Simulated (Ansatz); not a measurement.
# Boron, diamond under BLYP: from relaxation to bulk modulus, part 2 of 2

Aim: take boron in the diamond structure, relax it, solve it on a dense k-mesh, then scale the cell to 7 volumes from 88 to 112 % of the relaxed one and try a fit of the equation of state. Spin polarisation is left out. The k-meshes are 13×13×13 for the relaxation; 22×22×22 for the dense run; 15×15×15 for the volumes.

Ansatz 0.2.0; DFT, BLYP, plane waves (420 eV) with PAW, scalar-relativistic.

### 6 Volume × 0.96

File input.yaml:

```yaml
crystal:
  lattice:
    - [0.0, 2.0165655056, 2.0165655056]
    - [2.0165655056, 0.0, 2.0165655056]
    - [2.0165655056, 2.0165655056, 0.0]
  atoms:
    - { symbol: B, position: [0.125, 0.125, 0.125] }
    - { symbol: B, position: [0.875, 0.875, 0.875] }
hamiltonian:
  xc: blyp
  pseudopotentials:
    kind: paw
    azcp:
      B: "pseudopotentials/B.paw.azcp"
basis:
  ecutwfc: 420
  fft_grid_basis: typed
kpoints:
  mp_grid: { grid: [15, 15, 15], shift: [0, 0, 0] }
magnetization:
  spin_polarized: false
scf:
  occupations: { method: fermi_dirac, width: 0.1 }
  lower_state_search: "off"
output:
  stress: true
```

Output, cut to the lines that bear on the results:

```text
Warning: RAYON_NUM_THREADS=2 ignored (pool sized by the plan → 2); use --threads N
[...]
Pseudopotentials: kind: paw
Pseudopotential: B, paw, valence charge 3, recommended cutoff 420 eV (normal), <dir>
Functional definition: BLYP
[...]
Crystal: 2 atoms, lattice volume = 16.401 Å³
Basis set: ecut = 420 eV, 331 PW (Γ), exchange–correlation on 40×40×40 points (8 copies of the dense FFT grid, shifted against one another)
Bands: 7, of which v1, the nominal top of the filled ones, is band 3 counted from 1 (2 counted from 0)
Symmetry: 48 space group operations
Space group: Fd-3m (ITA 227), of the structure as read, at distance tolerance 2.5e-5 Å
k-points: 120 of 3375
[...]
SCF iter   1: F=—  HF=-310.873633 eV  |F-HF|=—  |Δ(HF+E_count)|=         —  Δρ=1.17e-2  dr2=2.33e-2  ethr=1.77e-3  ⟨swp⟩=4.5  Hψ=5685  notcnv=0
[...]
SCF iter   6: F=-310.863827 eV  HF=-310.863827 eV  |F-HF|=5.68e-14  |Δ(HF+E_count)|=  5.83e-11  Δρ=2.27e-8  dr2=2.89e-14  ethr=1.00e-12  ⟨swp⟩=1.0  Hψ=2411  notcnv=0
[...]
SCF converged after 6 iterations
Free energy (F): -310.863827 eV
[...]
E sigma→0 (E₀):  -310.848717 eV
Entropy (-TS):   -0.030222 eV (-15.111 meV/atom)
Fermi energy:    7.030470 eV
[...]
--- Stress (GPa, compression-positive) ---
        7.142046       0.000000       0.000000
        0.000000       7.142046      -0.000000
        0.000000       0.000000       7.142046
  P = ⅓ Tr σ = 7.1420 GPa (71.420 kbar)
```

Wall time 0.49 s (2 threads of an Arm CPU, shared host); peak memory 0.26 GiB.

### 7 Volume × 1.0

Edit input.yaml of step 6 so:

```diff
@@ -2,5 +2,5 @@
   lattice:
-    - [0.0, 2.0165655056, 2.0165655056]
-    - [2.0165655056, 0.0, 2.0165655056]
-    - [2.0165655056, 2.0165655056, 0.0]
+    - [0.0, 2.0441931237, 2.0441931237]
+    - [2.0441931237, 0.0, 2.0441931237]
+    - [2.0441931237, 2.0441931237, 0.0]
   atoms:
```

Output, cut to the lines that bear on the results:

```text
Warning: RAYON_NUM_THREADS=2 ignored (pool sized by the plan → 2); use --threads N
[...]
[... 3 set-up lines as earlier in the session ...]
[...]
Crystal: 2 atoms, lattice volume = 17.084 Å³
Basis set: ecut = 420 eV, 331 PW (Γ), exchange–correlation on 40×40×40 points (8 copies of the dense FFT grid, shifted against one another)
Bands: 7, of which v1, the nominal top of the filled ones, is band 3 counted from 1 (2 counted from 0)
[... 2 set-up lines as earlier in the session ...]
k-points: 120 of 3375
[...]
SCF iter   1: F=—  HF=-310.888810 eV  |F-HF|=—  |Δ(HF+E_count)|=         —  Δρ=1.17e-2  dr2=2.44e-2  ethr=1.77e-3  ⟨swp⟩=4.6  Hψ=5727  notcnv=0
[...]
SCF iter   6: F=-310.878525 eV  HF=-310.878525 eV  |F-HF|=1.14e-13  |Δ(HF+E_count)|=  6.61e-11  Δρ=2.25e-8  dr2=4.66e-14  ethr=1.00e-12  ⟨swp⟩=1.0  Hψ=2398  notcnv=0
[...]
SCF converged after 6 iterations
Free energy (F): -310.878525 eV
[...]
E sigma→0 (E₀):  -310.862756 eV
Entropy (-TS):   -0.031539 eV (-15.770 meV/atom)
Fermi energy:    6.609986 eV
[...]
--- Stress (GPa, compression-positive) ---
       -0.042239      -0.000000       0.000000
       -0.000000      -0.042239       0.000000
        0.000000       0.000000      -0.042239
  P = ⅓ Tr σ = -0.0422 GPa (-0.422 kbar)
```

Run time: 0.5 s. Hardware: 2 threads of an Arm CPU, shared host; peak memory 0.26 GiB.

### 8 Volume × 1.04

Edit input.yaml of step 7 so:

```diff
@@ -2,5 +2,5 @@
   lattice:
-    - [0.0, 2.0441931237, 2.0441931237]
-    - [2.0441931237, 0.0, 2.0441931237]
-    - [2.0441931237, 2.0441931237, 0.0]
+    - [0.0, 2.0710934865, 2.0710934865]
+    - [2.0710934865, 0.0, 2.0710934865]
+    - [2.0710934865, 2.0710934865, 0.0]
   atoms:
```

Output, cut to the lines that bear on the results:

```text
Warning: RAYON_NUM_THREADS=2 ignored (pool sized by the plan → 2); use --threads N
[...]
[... 3 set-up lines as earlier in the session ...]
[...]
Crystal: 2 atoms, lattice volume = 17.768 Å³
Basis set: ecut = 420 eV, 331 PW (Γ), exchange–correlation on 40×40×40 points (8 copies of the dense FFT grid, shifted against one another)
Bands: 7, of which v1, the nominal top of the filled ones, is band 3 counted from 1 (2 counted from 0)
[... 2 set-up lines as earlier in the session ...]
k-points: 120 of 3375
[...]
SCF iter   1: F=—  HF=-310.875821 eV  |F-HF|=—  |Δ(HF+E_count)|=         —  Δρ=1.16e-2  dr2=2.52e-2  ethr=1.77e-3  ⟨swp⟩=4.6  Hψ=5744  notcnv=0
[...]
SCF iter   6: F=-310.865193 eV  HF=-310.865193 eV  |F-HF|=0.00e0  |Δ(HF+E_count)|=  6.00e-11  Δρ=2.26e-8  dr2=1.98e-14  ethr=1.00e-12  ⟨swp⟩=1.0  Hψ=2417  notcnv=0
[...]
SCF converged after 6 iterations
Free energy (F): -310.865193 eV
[...]
E sigma→0 (E₀):  -310.848783 eV
Entropy (-TS):   -0.032821 eV (-16.410 meV/atom)
Fermi energy:    6.218751 eV
[...]
--- Stress (GPa, compression-positive) ---
       -6.026908      -0.000000       0.000000
        0.000000      -6.026908      -0.000000
        0.000000      -0.000000      -6.026908
  P = ⅓ Tr σ = -6.0269 GPa (-60.269 kbar)
```

Run time: 0.5 s. Hardware: 2 threads of an Arm CPU, shared host; peak memory 0.26 GiB.

### 9 Volume × 1.08

Edit input.yaml of step 8 so:

```diff
@@ -2,5 +2,5 @@
   lattice:
-    - [0.0, 2.0710934865, 2.0710934865]
-    - [2.0710934865, 0.0, 2.0710934865]
-    - [2.0710934865, 2.0710934865, 0.0]
+    - [0.0, 2.0973126432, 2.0973126432]
+    - [2.0973126432, 0.0, 2.0973126432]
+    - [2.0973126432, 2.0973126432, 0.0]
   atoms:
```

Output, cut to the lines that bear on the results:

```text
Warning: RAYON_NUM_THREADS=2 ignored (pool sized by the plan → 2); use --threads N
[...]
[... 3 set-up lines as earlier in the session ...]
[...]
Crystal: 2 atoms, lattice volume = 18.451 Å³
Basis set: ecut = 420 eV, 339 PW (Γ), exchange–correlation on 40×40×40 points (8 copies of the dense FFT grid, shifted against one another)
Bands: 7, of which v1, the nominal top of the filled ones, is band 3 counted from 1 (2 counted from 0)
[... 2 set-up lines as earlier in the session ...]
k-points: 120 of 3375
[...]
SCF iter   1: F=—  HF=-310.839431 eV  |F-HF|=—  |Δ(HF+E_count)|=         —  Δρ=1.15e-2  dr2=2.58e-2  ethr=1.77e-3  ⟨swp⟩=4.5  Hψ=5745  notcnv=0
[...]
SCF iter   6: F=-310.828522 eV  HF=-310.828522 eV  |F-HF|=2.27e-13  |Δ(HF+E_count)|=  6.99e-11  Δρ=3.38e-8  dr2=6.48e-14  ethr=1.00e-12  ⟨swp⟩=1.0  Hψ=2419  notcnv=0
[...]
SCF converged after 6 iterations
Free energy (F): -310.828522 eV
[...]
E sigma→0 (E₀):  -310.811520 eV
Entropy (-TS):   -0.034004 eV (-17.002 meV/atom)
Fermi energy:    5.853882 eV
[...]
--- Stress (GPa, compression-positive) ---
      -11.008385       0.000000       0.000000
        0.000000     -11.008385       0.000000
       -0.000000      -0.000000     -11.008385
  P = ⅓ Tr σ = -11.0084 GPa (-110.084 kbar)
```

It took 0.58 s on 2 threads of an Arm CPU, shared host; peak memory 0.26 GiB.

### 10 Volume × 1.12

Edit input.yaml of step 9 so:

```diff
@@ -2,5 +2,5 @@
   lattice:
-    - [0.0, 2.0973126432, 2.0973126432]
-    - [2.0973126432, 0.0, 2.0973126432]
-    - [2.0973126432, 2.0973126432, 0.0]
+    - [0.0, 2.1228921476, 2.1228921476]
+    - [2.1228921476, 0.0, 2.1228921476]
+    - [2.1228921476, 2.1228921476, 0.0]
   atoms:
@@ -26 +26,5 @@
   stress: true
+  write_density: true
+  write_potential: true
+  elf: true
+  volumetric_format: npy
```

Output, cut to the lines that bear on the results:

```text
Warning: RAYON_NUM_THREADS=2 ignored (pool sized by the plan → 2); use --threads N
[...]
[... 3 set-up lines as earlier in the session ...]
[...]
Crystal: 2 atoms, lattice volume = 19.134 Å³
Basis set: ecut = 420 eV, 339 PW (Γ), exchange–correlation on 48×48×48 points (8 copies of the dense FFT grid, shifted against one another)
Bands: 7, of which v1, the nominal top of the filled ones, is band 3 counted from 1 (2 counted from 0)
[... 1 set-up line as earlier in the session ...]
Space group: Fd-3m (ITA 227), of the structure as read, at distance tolerance 2.7e-5 Å
k-points: 120 of 3375
[...]
SCF iter   1: F=—  HF=-310.783566 eV  |F-HF|=—  |Δ(HF+E_count)|=         —  Δρ=1.14e-2  dr2=2.64e-2  ethr=1.77e-3  ⟨swp⟩=4.6  Hψ=5720  notcnv=0
[...]
SCF iter   6: F=-310.772438 eV  HF=-310.772438 eV  |F-HF|=1.71e-13  |Δ(HF+E_count)|=  7.68e-11  Δρ=4.54e-8  dr2=1.17e-13  ethr=1.00e-12  ⟨swp⟩=3.7  Hψ=3313  notcnv=0
[...]
SCF converged after 6 iterations
Free energy (F): -310.772438 eV
[...]
E sigma→0 (E₀):  -310.754901 eV
Entropy (-TS):   -0.035075 eV (-17.538 meV/atom)
Fermi energy:    5.512784 eV
[...]
--- Stress (GPa, compression-positive) ---
      -15.150036       0.000000       0.000000
        0.000000     -15.150036       0.000000
       -0.000000      -0.000000     -15.150036
  P = ⅓ Tr σ = -15.1500 GPa (-151.500 kbar)
--- Band table (eV; the first three rows and the last of 120) ---
  k-point 0: bands = ["-6.2443", "8.9712", "8.9712", "8.9712", "13.0159", "13.0159", "13.0159"]
[...]
```

Run time: 0.81 s. Hardware: 2 threads of an Arm CPU, shared host; peak memory 0.27 GiB.

Axes a, b and c in the maps are those of this run's conventional cell (a, b, c = 4.246, 4.246, 4.246 Å).

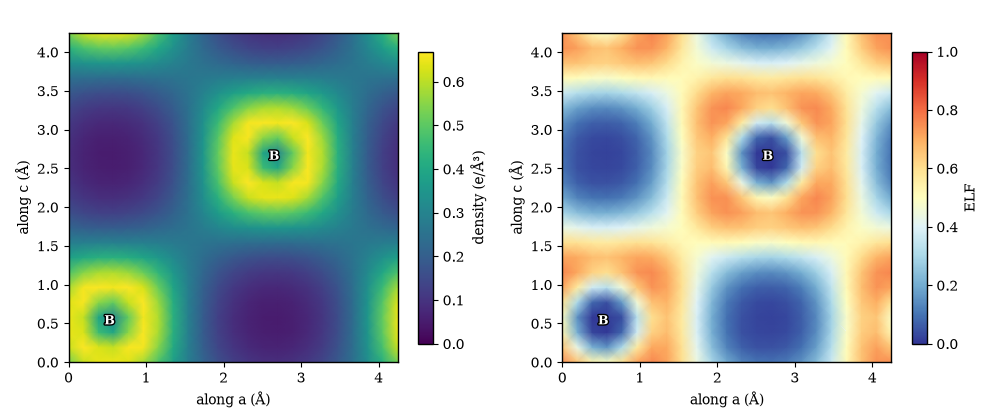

Density (left) and ELF (right) in a lattice plane of the grid's cell (edges 4.25 and 4.25 Å, at 0.125 of the third edge), which holds B. Only atoms in the plane are labelled. Both are smooth fields of the valence electrons: close to the nuclei they are not physical.

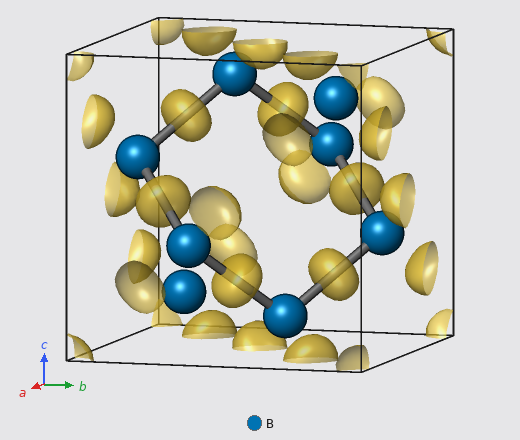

Surface of ELF = 0.85, drawn in one cell.

Maxima of ELF outside the ion cores: 0.92 on the B–B line, 0.9 Å from B.

### 11 Energy and pressure against volume

All volumes keep the relaxed shape and fractional coordinates.

```csv
V (Å³/atom),E − E₀ (meV/atom),P from the stress (GPa),P from the fit (GPa)
7.517,75.0,26.25,26.10
7.859,30.9,15.80,15.64
8.200,7.0,7.14,6.99
8.542,0.0,-0.04,-0.19
8.884,7.0,-6.03,-6.17
9.225,25.6,-11.01,-11.14
9.567,53.9,-15.15,-15.29
```

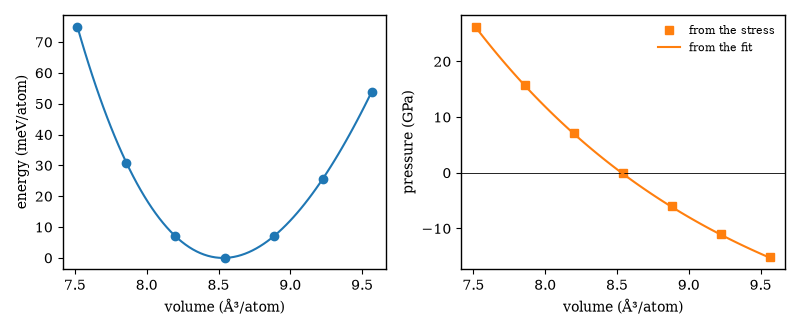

Energy and pressure against volume; the lines are the Birch-Murnaghan fit.

Fit (Birch-Murnaghan, third order): V₀ = 8.532 Å³/atom, B₀ = 164 GPa, B₀′ = 3.6, largest residual 0.01 meV/atom.

Fit and stress differ a little: one follows E(σ → 0), the other the smeared free energy.

### 12 Results

This closing draws on all 2 parts.

| quantity | value |
| --- | --- |
| space group (spins left aside) | Fd-3m (No. 227) |
| conventional cell | a = 4.088 Å |
| volume | 8.542 Å³/atom |
| shortest distance | 1.770 Å |
| gap on the mesh | none (levels filled in part) |
| relative to alpha-rhombohedral (B12) | +849 meV/atom |
| V₀, B₀, B₀′ | 8.532 Å³/atom, 164 GPa, 3.6 |

In words: The relaxation shrank the cell by 3.5 % in volume. It lies 849 meV/atom above the element's reference form at the same level (alpha-rhombohedral (B12), from a run of its own). Levels at the Fermi energy are filled in part, as in a metal. The fitted modulus is 164 GPa. The symmetry was held, so the structure may be unstable against distortions that break it.
